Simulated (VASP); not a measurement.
```yaml
crystal:
  lattice:
    - [0.00000, 2.57146, 2.57146]
    - [2.57146, 0.00000, 2.57146]
    - [2.57146, 2.57146, 0.00000]
  atoms:
    - { symbol: Zr, position: [0.00000, 0.00000, 0.00000] }
    - { symbol: O, position: [0.25000, 0.25000, 0.25000] }
    - { symbol: O, position: [0.75000, 0.75000, 0.75000] }
```

Computed with revPBE GGA, VASP's PBE PAW potentials (set 64) (plane waves; VASP 6.6.1). Settings: 520 eV cut-off, 8×8×8 Γ-centred mesh, tetrahedra with Blöchl corrections, potentials Zr_sv O.

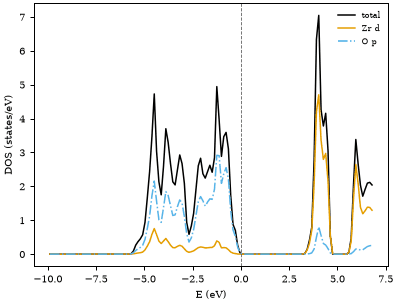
Fig. 1. Total and projected density of states, zero at the valence-band maximum

Within 2 eV below the valence-band maximum the largest weight inside VASP's projection spheres is O p.

The gap is indirect, 3.30 eV, from the valence maximum at X to the conduction minimum at Γ.

The compound is ZrO2 in the fluorite structure, the high-temperature cubic form, which is unstable at 0 K; the monoclinic form is the stable one. It was relaxed first.
